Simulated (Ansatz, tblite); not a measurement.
**Diborane 1,2-di F (B2H4F2): removing and adding an electron**

What does removing or adding an electron cost or gain for diborane 1,2-di F (B2H4F2)? Each charged state is run at several levels.

Computed with Ansatz 0.2.0, Gaussian basis. Level: as each input shows.

Plan: charge +1 doublet, at the geometry of the singlet (PBE0-D4/def2-TZVP, PBE-D4/def2-TZVP, r2SCAN-D4/def2-TZVP, CCSD(T)/def2-TZVPP); charge -1 doublet, at the geometry of the singlet (PBE0-D4/def2-TZVPD, PBE-D4/def2-TZVPD, r2SCAN-D4/def2-TZVPD); the starting singlet's energies come from earlier runs.

## 1. The relaxed structure

The geometry is that of the singlet, from an earlier relaxation (B3LYP-D4/def2-TZVP).

8 atoms, charge 0, spin multiplicity 1.

Atoms are counted from 1 here; the program's logs count them from 0.

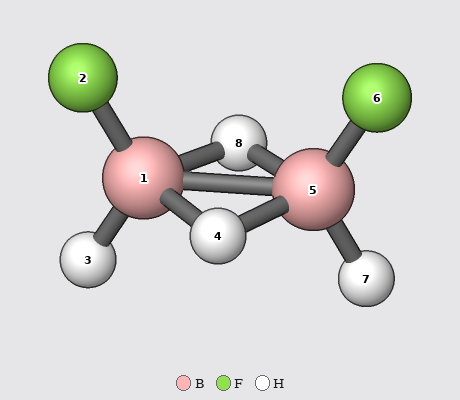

The geometry (boron pink, fluorine green, hydrogen white); atoms are numbered from 1 in the order of the file.

## 2. Charge +1 doublet at the fixed geometry, first pass, PBE0-D4/def2-SVP

in.yaml

```yaml
crystal:
  periodic: [false, false, false]
  atoms:
    - {symbol: B, position_ang: [0.863696, 0.115105, 0.225390]}
    - {symbol: F, position_ang: [1.524118, -0.915323, 0.774974]}
    - {symbol: H, position_ang: [1.389949, 1.163267, 0.033123]}
    - {symbol: H, position_ang: [-0.275876, 0.381559, 0.866792]}
    - {symbol: B, position_ang: [-0.864419, -0.087562, -0.234821]}
    - {symbol: F, position_ang: [-1.468754, -1.266340, -0.022144]}
    - {symbol: H, position_ang: [-1.440534, 0.831064, -0.721417]}
    - {symbol: H, position_ang: [0.271819, -0.221761, -0.921898]}
basis:
  gaussian: {orbitals: def2-SVP}
total_charge: 1
magnetization: {spin_polarized: true, initial_magnetization: 1}
hamiltonian: {xc: pbe0, dispersion: d4}
output: {orbitals: {seedname: orbitals}}
```

Started as:

```bash
$ ansatz run in.yaml --threads 4 --pin off --events-out ev --progress --plain --max-ram 3916MiB
```

What it wrote:

```text
Functional definition: PBE0
  name "PBE0"
  cite "Adamo & Barone, J. Chem. Phys. 110, 6158 (1999) doi:10.1063/1.478522"
  cite "Perdew, Burke & Ernzerhof, Phys. Rev. Lett. 77, 3865 (1996) doi:10.1103/PhysRevLett.77.3865"
  parent pbe
  parameter a = 0.25
  parameter kappa = 0.804
  parameter beta = 0.06672455060314922
  exchange = (1 - a)*pbe_x(kappa = kappa, mu = beta*pi^2/3) + a*exact_x
  correlation = pbe_c(beta = beta)
744 factors; integrals over basis functions are off by at most 1.1e-3 eV
mean field evaluation 1: about -6821.8725 eV, gradient 4.6e1 eV
mean field evaluation 2: about -6801.0949 eV, gradient 9.2e1 eV
mean field evaluation 4: about -6828.9228 eV, gradient 2.4e0 eV
mean field evaluation 8: about -6829.1247 eV, gradient 1.3e-1 eV
mean field evaluation 16: about -6829.1249 eV, gradient 9.8e-5 eV
mean field -6829.12485073 eV, -250.9657093172 hartree, gradient 1.9e-5 eV, S^2 0.755431; 2 other end points of the search recorded, 0 dependent functions left out
reference -6829.12487249 eV, -250.9657101169 hartree; 16, 15 occupied and 60, 61 virtual orbitals, 744 factors
Total energy: -6829.18724462 eV, -250.9680022506 hartree
```

Wall time 1.3 s (4 threads of Arm Neoverse V1, shared host).

HOMO -17.45 eV, LUMO -14.82 eV (over both spins); ⟨S²⟩ 0.755 (pure: 0.75).

## 3. Charge +1 doublet at the fixed geometry, PBE0-D4/def2-TZVP

start.molden holds the orbitals of an earlier run on this state, given as this run's starting guess.

Changes to in.yaml since step 2:

```diff
@@ -12,3 +12,3 @@
 basis:
-  gaussian: {orbitals: def2-SVP}
+  gaussian: {orbitals: def2-TZVP, initial_orbitals: start.molden}
 total_charge: 1
@@ -16,2 +16,3 @@
 hamiltonian: {xc: pbe0, dispersion: d4}
+scf: {omitted_lower_state_checks: [starts]}
 output: {orbitals: {seedname: orbitals}}
```

The command is unchanged.

What it wrote:

```text
Functional definition: PBE0
  name "PBE0"
  cite "Adamo & Barone, J. Chem. Phys. 110, 6158 (1999) doi:10.1063/1.478522"
  cite "Perdew, Burke & Ernzerhof, Phys. Rev. Lett. 77, 3865 (1996) doi:10.1103/PhysRevLett.77.3865"
  parent pbe
  parameter a = 0.25
  parameter kappa = 0.804
  parameter beta = 0.06672455060314922
  exchange = (1 - a)*pbe_x(kappa = kappa, mu = beta*pi^2/3) + a*exact_x
  correlation = pbe_c(beta = beta)
these checks for a lower state are left out or cut short: starts
826 factors; their error is unknown
mean field evaluation 1: about -6833.9909 eV, gradient 1.2e2 eV
mean field evaluation 2: about -6837.1807 eV, gradient 3.1e0 eV
mean field evaluation 4: about -6837.2337 eV, gradient 1.3e-1 eV
mean field evaluation 8: about -6837.2338 eV, gradient 1.6e-5 eV
mean field -6837.23378327 eV, -251.2637070916 hartree, gradient 1.6e-5 eV, S^2 0.755837; 0 other end points of the search recorded, 0 dependent functions left out
reference -6837.23380959 eV, -251.2637080591 hartree; 16, 15 occupied and 132, 133 virtual orbitals, 826 factors
Total energy: -6837.29618173 eV, -251.2660001927 hartree
Checks for a lower state left out: starts
```

It took 1.8 s on 4 threads of Arm Neoverse V1, shared host.

From the report: HOMO -17.45 eV, LUMO -14.78 eV (over both spins); ⟨S²⟩ 0.756 (pure: 0.75).

## 4. Charge +1 doublet at the fixed geometry, PBE-D4/def2-TZVP

Changes to in.yaml since step 3:

```diff
@@ -15,3 +15,3 @@
 magnetization: {spin_polarized: true, initial_magnetization: 1}
-hamiltonian: {xc: pbe0, dispersion: d4}
+hamiltonian: {xc: pbe, dispersion: d4}
 scf: {omitted_lower_state_checks: [starts]}
```

The command is unchanged.

What it wrote:

```text
Functional definition: PBE
  name "PBE"
  cite "Perdew, Burke & Ernzerhof, Phys. Rev. Lett. 77, 3865 (1996) doi:10.1103/PhysRevLett.77.3865"
  parent pbe
  parameter kappa = 0.804
  parameter beta = 0.06672455060314922
  exchange = pbe_x(kappa = kappa, mu = beta*pi^2/3)
  correlation = pbe_c(beta = beta)
these checks for a lower state are left out or cut short: starts
826 factors; their error is unknown
mean field evaluation 1: about -6837.3447 eV, gradient 6.3e0 eV
mean field evaluation 2: about -6837.4503 eV, gradient 1.1e-1 eV
mean field evaluation 4: about -6837.4386 eV, gradient 3.5e-4 eV
mean field -6837.43856573 eV, -251.2712327082 hartree, gradient 2.4e-5 eV, S^2 0.751945; 0 other end points of the search recorded, 0 dependent functions left out
reference -6837.43860163 eV, -251.2712340276 hartree; 16, 15 occupied and 132, 133 virtual orbitals, 826 factors
Total energy: -6837.51425450 eV, -251.2740142193 hartree
Checks for a lower state left out: starts
```

Run time: 1.4 s. Hardware: 4 threads of Arm Neoverse V1, shared host.

From the report: HOMO -15.96 eV, LUMO -15.17 eV (over both spins); ⟨S²⟩ 0.752 (pure: 0.75).

## 5. Charge +1 doublet at the fixed geometry, r2SCAN-D4/def2-TZVP

Changes to in.yaml since step 4:

```diff
@@ -15,3 +15,3 @@
 magnetization: {spin_polarized: true, initial_magnetization: 1}
-hamiltonian: {xc: pbe, dispersion: d4}
+hamiltonian: {xc: r2scan, dispersion: d4}
 scf: {omitted_lower_state_checks: [starts]}
```

Launched as before.

What it wrote:

```text
Functional definition: r2SCAN
  name "r2SCAN"
  cite "Furness, Kaplan, Ning, Perdew & Sun, J. Phys. Chem. Lett. 11, 8208 (2020) doi:10.1021/acs.jpclett.0c02405"
  cite "Furness, Kaplan, Ning, Perdew & Sun, J. Phys. Chem. Lett. 11, 9248 (2020) doi:10.1021/acs.jpclett.0c03077"
  parent r2scan
  parameter k0 = 0.174
  parameter k1 = 0.065
  parameter a1 = 4.9479
  exchange = r2scan_x(k0 = k0, k1 = k1, a1 = a1)
  correlation = r2scan_c
these checks for a lower state are left out or cut short: starts
826 factors; their error is unknown
mean field evaluation 1: about -6841.6311 eV, gradient 3.3e0 eV
mean field evaluation 2: about -6841.6641 eV, gradient 4.4e-2 eV
mean field evaluation 4: about -6841.6571 eV, gradient 1.4e-4 eV
mean field -6841.65712243 eV, -251.4262618077 hartree, gradient 1.6e-5 eV, S^2 0.754710; 0 other end points of the search recorded, 0 dependent functions left out
reference -6841.65713424 eV, -251.4262622417 hartree; 16, 15 occupied and 132, 133 virtual orbitals, 826 factors
Total energy: -6841.67512094 eV, -251.4269232406 hartree
Checks for a lower state left out: starts
```

Wall time 2.9 s (4 threads of Arm Neoverse V1, shared host).

Report: HOMO -16.36 eV, LUMO -15.30 eV (over both spins); ⟨S²⟩ 0.755 (pure: 0.75).

## 6. Charge +1 doublet at the fixed geometry, CCSD(T)/def2-TZVPP

Changes to in.yaml since step 5:

```diff
@@ -12,7 +12,7 @@
 basis:
-  gaussian: {orbitals: def2-TZVP, initial_orbitals: start.molden}
+  gaussian: {orbitals: def2-TZVPP, initial_orbitals: start.molden}
 total_charge: 1
 magnetization: {spin_polarized: true, initial_magnetization: 1}
-hamiltonian: {xc: r2scan, dispersion: d4}
-scf: {omitted_lower_state_checks: [starts]}
+correlation: {method: ccsd_t}
+scf: {omitted_lower_state_checks: [starts, cluster_reference]}
 output: {orbitals: {seedname: orbitals}}
```

Same command.

What it wrote, shortened:

```text
Functional definition: HF
  name "HF"
  cite "Fock, Z. Phys. 61, 126 (1930) doi:10.1007/BF01340294"
  parent pbe
[...]
1100 factors; integrals over basis functions are off by at most 9.5e-4 eV
[...]
mean field -6810.48250625 eV, -250.2806157937 hartree, gradient 2.6e-6 eV, S^2 0.769967; 0 other end points of the search recorded, 0 dependent functions left out
4 core orbitals not correlated: weight in the atoms' cores, before any rotation towards them, 1.000 or more for the frozen orbitals, at most 0.000 for the correlated occupied ones
reference -6810.48250625 eV, -250.2806157937 hartree; 12, 11 occupied and 164, 165 virtual orbitals, 1100 factors
second order -19.89612298 eV of doubles, -0.00000000 eV of singles
cycle   1  -19.77052108 eV  change    1.3e-1 eV  update   1.4e-1
[...]
cycle  17  -20.62799350 eV  change   -6.4e-6 eV  update   2.1e-5
perturbative correction -0.82864123 eV, -0.0304520037 hartree
Total energy: -6831.93914098 eV, -251.0691325762 hartree
Checks for a lower state left out: starts, cluster_reference
```

It took 7.9 min on 4 threads of Arm Neoverse V1, shared host; peak memory 2.2 GiB.

Report: Hartree-Fock HOMO -20.56 eV, LUMO -11.80 eV (over both spins); ⟨S²⟩ 0.770 (pure: 0.75); T1 0.062. Doubts: large T1 diagnostic.

## 7. Vertical ionisation energy

Charged state less starting state, singlet to doublet; the starting state's energies are those of its earlier runs.

| level | vertical ionisation energy (eV) | time |
| --- | --- | --- |
| HF/def2-TZVPP† | +12.99 |  |
| PBE-D4/def2-TZVP | +11.69 | 2.2 s |
| r2SCAN-D4/def2-TZVP | +11.95 | 4.5 s |
| PBE0-D4/def2-TZVP | +12.33 | 2.8 s |
| MP2/def2-TZVPP† | +13.20 |  |
| CCSD/def2-TZVPP† | +13.14 |  |
| CCSD(T)/def2-TZVPP† | +12.94 | 8.3 min |

Times add the two runs; a level without a time comes out of a correlated run. † marks a level with a doubtful state (flagged, unstable, out of aufbau order, or strongly spin-contaminated); such levels are left out of the summary. CCSD(T)/def2-TZVPP is no safe reference here (large T1 diagnostic).

Beside −ε(HOMO) of the starting state:

```
              level  −ε(HOMO) (eV)  by difference (eV)  mismatch (eV)
   PBE-D4/def2-TZVP           8.22               11.69          -3.47
r2SCAN-D4/def2-TZVP           8.61               11.95          -3.34
  PBE0-D4/def2-TZVP           9.86               12.33          -2.47
```

## 8. Charge -1 doublet at the fixed geometry, first pass, PBE0-D4/def2-SVP

Changes to in.yaml since step 6:

```diff
@@ -12,7 +12,6 @@
 basis:
-  gaussian: {orbitals: def2-TZVPP, initial_orbitals: start.molden}
-total_charge: 1
+  gaussian: {orbitals: def2-SVP}
+total_charge: -1
 magnetization: {spin_polarized: true, initial_magnetization: 1}
-correlation: {method: ccsd_t}
-scf: {omitted_lower_state_checks: [starts, cluster_reference]}
+hamiltonian: {xc: pbe0, dispersion: d4}
 output: {orbitals: {seedname: orbitals}}
```

The command is unchanged.

What it wrote:

```text
Functional definition: PBE0
  name "PBE0"
  cite "Adamo & Barone, J. Chem. Phys. 110, 6158 (1999) doi:10.1063/1.478522"
  cite "Perdew, Burke & Ernzerhof, Phys. Rev. Lett. 77, 3865 (1996) doi:10.1103/PhysRevLett.77.3865"
  parent pbe
  parameter a = 0.25
  parameter kappa = 0.804
  parameter beta = 0.06672455060314922
  exchange = (1 - a)*pbe_x(kappa = kappa, mu = beta*pi^2/3) + a*exact_x
  correlation = pbe_c(beta = beta)
744 factors; integrals over basis functions are off by at most 1.1e-3 eV
mean field evaluation 1: about -6837.6434 eV, gradient 1.8e1 eV
mean field evaluation 2: about -6837.5535 eV, gradient 2.2e1 eV
mean field evaluation 4: about -6839.2815 eV, gradient 5.9e-1 eV
mean field evaluation 8: about -6839.4543 eV, gradient 4.2e-2 eV
mean field evaluation 16: about -6839.4543 eV, gradient 2.5e-5 eV
mean field -6839.45428678 eV, -251.3453090906 hartree, gradient 2.6e-5 eV, S^2 0.755086; 2 other end points of the search recorded, 0 dependent functions left out
reference -6839.45431268 eV, -251.3453100423 hartree; 17, 16 occupied and 59, 60 virtual orbitals, 744 factors
Total energy: -6839.54780729 eV, -251.3487459057 hartree
```

It took 1.1 s on 4 threads of Arm Neoverse V1, shared host.

HOMO 4.17 eV, LUMO 6.93 eV (over both spins); ⟨S²⟩ 0.755 (pure: 0.75). Doubts: highest occupied level lies above zero.

## 9. Charge -1 doublet at the fixed geometry, PBE0-D4/def2-TZVPD

Changes to in.yaml since step 8:

```diff
@@ -12,3 +12,3 @@
 basis:
-  gaussian: {orbitals: def2-SVP}
+  gaussian: {orbitals: def2-TZVPD, initial_orbitals: start.molden}
 total_charge: -1
@@ -16,2 +16,3 @@
 hamiltonian: {xc: pbe0, dispersion: d4}
+scf: {omitted_lower_state_checks: [starts]}
 output: {orbitals: {seedname: orbitals}}
```

The command is unchanged.

What it wrote:

```text
Functional definition: PBE0
  name "PBE0"
  cite "Adamo & Barone, J. Chem. Phys. 110, 6158 (1999) doi:10.1063/1.478522"
  cite "Perdew, Burke & Ernzerhof, Phys. Rev. Lett. 77, 3865 (1996) doi:10.1103/PhysRevLett.77.3865"
  parent pbe
  parameter a = 0.25
  parameter kappa = 0.804
  parameter beta = 0.06672455060314922
  exchange = (1 - a)*pbe_x(kappa = kappa, mu = beta*pi^2/3) + a*exact_x
  correlation = pbe_c(beta = beta)
these checks for a lower state are left out or cut short: starts
928 factors; their error is unknown
mean field evaluation 1: about -6844.0392 eV, gradient 1.2e2 eV
mean field evaluation 2: about -6847.7534 eV, gradient 4.8e0 eV
mean field evaluation 4: about -6848.3105 eV, gradient 1.8e0 eV
mean field evaluation 8: about -6848.9335 eV, gradient 1.1e-2 eV
mean field -6848.93351504 eV, -251.6936643037 hartree, gradient 2.1e-5 eV, S^2 0.750165; 0 other end points of the search recorded, 0 dependent functions left out
reference -6848.93354295 eV, -251.6936653294 hartree; 17, 16 occupied and 173, 174 virtual orbitals, 928 factors
Total energy: -6849.02703756 eV, -251.6971011929 hartree
Checks for a lower state left out: starts
```

Wall time 6 s (4 threads of Arm Neoverse V1, shared host).

From the report: HOMO 1.61 eV, LUMO 2.89 eV (over both spins); ⟨S²⟩ 0.750 (pure: 0.75). Doubts: highest occupied level lies above zero.

## 10. Charge -1 doublet at the fixed geometry, PBE-D4/def2-TZVPD

Changes to in.yaml since step 9:

```diff
@@ -15,3 +15,3 @@
 magnetization: {spin_polarized: true, initial_magnetization: 1}
-hamiltonian: {xc: pbe0, dispersion: d4}
+hamiltonian: {xc: pbe, dispersion: d4}
 scf: {omitted_lower_state_checks: [starts]}
```

Same command.

What it wrote:

```text
Functional definition: PBE
  name "PBE"
  cite "Perdew, Burke & Ernzerhof, Phys. Rev. Lett. 77, 3865 (1996) doi:10.1103/PhysRevLett.77.3865"
  parent pbe
  parameter kappa = 0.804
  parameter beta = 0.06672455060314922
  exchange = pbe_x(kappa = kappa, mu = beta*pi^2/3)
  correlation = pbe_c(beta = beta)
these checks for a lower state are left out or cut short: starts
928 factors; their error is unknown
mean field evaluation 1: about -6848.5381 eV, gradient 6.4e0 eV
mean field evaluation 2: about -6848.6379 eV, gradient 1.0e-1 eV
mean field evaluation 4: about -6848.6054 eV, gradient 6.3e-3 eV
mean field evaluation 8: about -6848.6054 eV, gradient 1.6e-5 eV
mean field -6848.60536659 eV, -251.6816050708 hartree, gradient 2.0e-5 eV, S^2 0.750133; 0 other end points of the search recorded, 0 dependent functions left out
reference -6848.60540391 eV, -251.6816064422 hartree; 17, 16 occupied and 173, 174 virtual orbitals, 928 factors
Total energy: -6848.71879505 eV, -251.6857734897 hartree
Checks for a lower state left out: starts
```

Wall time 5.5 s (4 threads of Arm Neoverse V1, shared host).

Report: HOMO 1.90 eV, LUMO 2.46 eV (over both spins); ⟨S²⟩ 0.750 (pure: 0.75). Doubts: highest occupied level lies above zero.

## 11. Charge -1 doublet at the fixed geometry, r2SCAN-D4/def2-TZVPD

Changes to in.yaml since step 10:

```diff
@@ -15,3 +15,3 @@
 magnetization: {spin_polarized: true, initial_magnetization: 1}
-hamiltonian: {xc: pbe, dispersion: d4}
+hamiltonian: {xc: r2scan, dispersion: d4}
 scf: {omitted_lower_state_checks: [starts]}
```

The command is unchanged.

What it wrote:

```text
Functional definition: r2SCAN
  name "r2SCAN"
  cite "Furness, Kaplan, Ning, Perdew & Sun, J. Phys. Chem. Lett. 11, 8208 (2020) doi:10.1021/acs.jpclett.0c02405"
  cite "Furness, Kaplan, Ning, Perdew & Sun, J. Phys. Chem. Lett. 11, 9248 (2020) doi:10.1021/acs.jpclett.0c03077"
  parent r2scan
  parameter k0 = 0.174
  parameter k1 = 0.065
  parameter a1 = 4.9479
  exchange = r2scan_x(k0 = k0, k1 = k1, a1 = a1)
  correlation = r2scan_c
these checks for a lower state are left out or cut short: starts
928 factors; their error is unknown
mean field evaluation 1: about -6852.9275 eV, gradient 3.3e0 eV
mean field evaluation 2: about -6852.9598 eV, gradient 5.1e-2 eV
mean field evaluation 4: about -6852.9393 eV, gradient 2.7e-3 eV
mean field evaluation 8: about -6852.9393 eV, gradient 1.5e-5 eV
mean field -6852.93930004 eV, -251.8408741874 hartree, gradient 1.7e-5 eV, S^2 0.750451; 0 other end points of the search recorded, 0 dependent functions left out
reference -6852.93932691 eV, -251.8408751749 hartree; 17, 16 occupied and 173, 174 virtual orbitals, 928 factors
Total energy: -6852.96646820 eV, -251.8418725990 hartree
Checks for a lower state left out: starts
```

It took 11 s on 4 threads of Arm Neoverse V1, shared host.

From the report: HOMO 1.95 eV, LUMO 2.58 eV (over both spins); ⟨S²⟩ 0.750 (pure: 0.75). Doubts: highest occupied level lies above zero.

## 12. Vertical electron affinity

Starting state less charged state (positive: the electron is bound), singlet to doublet; the starting state's energies are those of its earlier runs.

```
               level  vertical electron affinity (eV)   time
   PBE-D4/def2-TZVPD                            -0.53  6.9 s
r2SCAN-D4/def2-TZVPD                            -0.69   13 s
  PBE0-D4/def2-TZVPD                            -0.63  7.7 s
```

Times add the two runs; a level without a time comes out of a correlated run.

Beside −ε(LUMO) of the starting state:

```
               level  −ε(LUMO) (eV)  by difference (eV)  mismatch (eV)
   PBE-D4/def2-TZVPD           1.45               -0.53          +1.97
r2SCAN-D4/def2-TZVPD           1.08               -0.69          +1.77
  PBE0-D4/def2-TZVPD           0.46               -0.63          +1.09
```

## 13. Summary of results

```
                                             quantity                                   value
 vertical ionisation energy, functionals in def2-TZVP    11.69 (PBE-D4) to 12.33 eV (PBE0-D4)
vertical electron affinity, functionals in def2-TZVPD  -0.69 (r2SCAN-D4) to -0.53 eV (PBE-D4)
```

In words: The vertical ionisation energy spans 11.69 to 12.33 eV over the functionals. −ε(HOMO) misses the level's own difference by -2.47 eV at best (PBE0-D4) and -3.47 eV at worst (PBE-D4). The vertical electron affinity spans -0.69 to -0.53 eV over the functionals. A negative affinity means an unbound electron, held by the basis alone. −ε(LUMO) misses the level's own difference by +1.09 eV at best (PBE0-D4) and +1.97 eV at worst (PBE-D4).
